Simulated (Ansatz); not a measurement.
**A computed series for BaHfO3: response to strain**

Base system: BaHfO3 in the cubic perovskite structure (space group Pm-3m, No. 221; a = 4.2062 Å).

Strains are applied to the cell and any free atomic positions relax.

The values are results of PBE (Ansatz, a program for electronic structure), without spin-orbit coupling, not measurements.

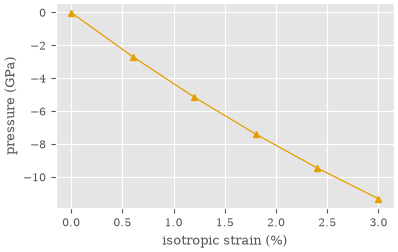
Figure: Pressure against isotropic strain

```
isotropic strain (%)    pressure
--------------------  ----------
0.6                    -2.68 GPa
1.2                    -5.13 GPa
1.8                    -7.38 GPa
2.4                    -9.44 GPa
3                     -11.32 GPa
```

Stability against distortions was not tested.
